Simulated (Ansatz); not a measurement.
Start from GaN in the zinc blende structure (space group F-43m, No. 216; a = 4.498 Å).

Perturbation: Al replaces 25.0 % of the Ga, ordered in a cell of 8 atoms (starting symmetry Cm) and fully relaxed.

The values are results of r2SCAN in Ansatz (plane waves to 500 eV, PAW, scalar-relativistic without spin-orbit coupling), not measurements.

The zone is the changed cell's own and can be folded.

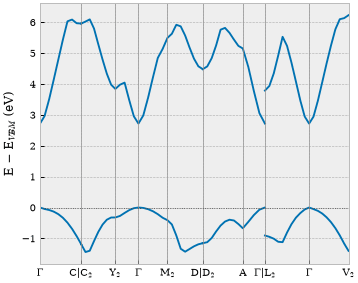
Fig. 1. Highest valence and lowest conduction band along the path of the changed cell's own zone

Problem. Read the changed gap and its character from the plot.

Solution. About 2.7 eV, direct at Γ.

These are small ordered cells, not random alloys; other orderings at the same x differ. Stability against distortions was not tested. This is not the structure that GaN has at room temperature and ambient pressure. k-point labels follow each cell's own Brillouin zone.

Ansatz is a program for electronic structure.
